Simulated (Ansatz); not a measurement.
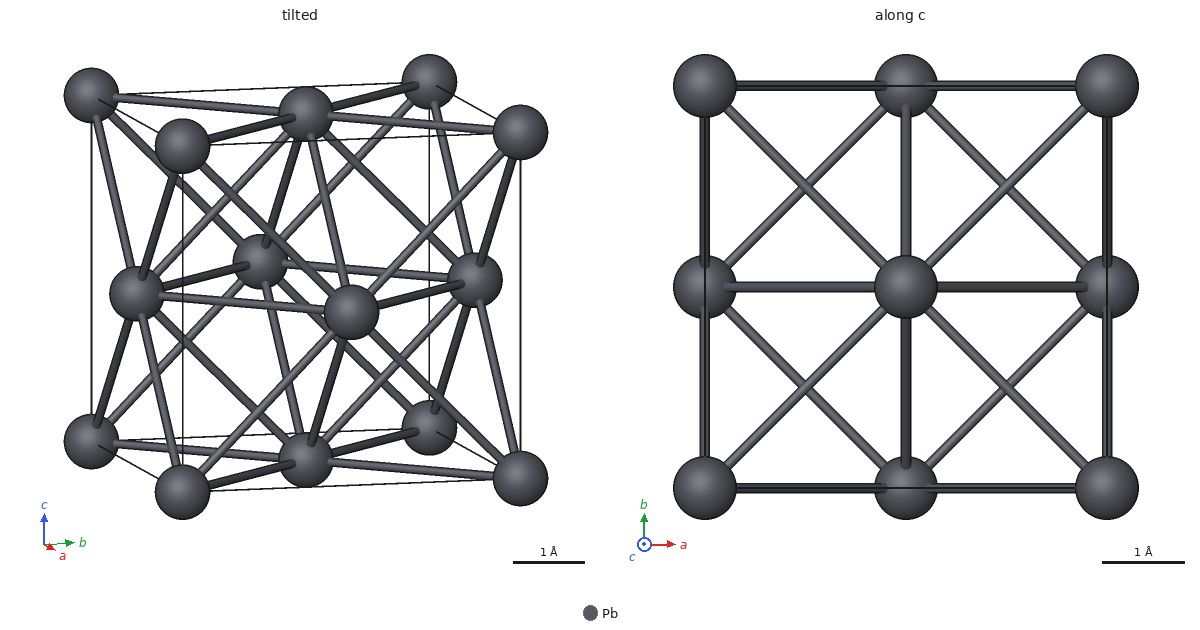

Shown here is a ball-and-stick view of the crystal, taken slightly off an axis and along the c axis. The conventional unit cell is drawn as a box.

Lattice parameters: a = 4.95 Å, b = 4.95 Å, c = 4.95 Å, α = 90.00°, β = 90.00°, γ = 90.00°.

A stick is drawn for Pb–Pb up to 3.56 Å (cut-off distances).

Question: Give the number of atoms in the outlined cell.

Answer: 4 (lead), counting shared atoms by their share.

Question: Which known structure type is this?

Answer: Face-centred cubic (Cu type).

Question: Is the bonded network molecular, chain-like, layered or three-dimensional?

Answer: The bonds build a three-dimensional framework.

The structure comes from the standard structure of this element. Earlier steps of the study may have refined or changed the cell and positions. An electronic-structure calculation with Ansatz was run on it.
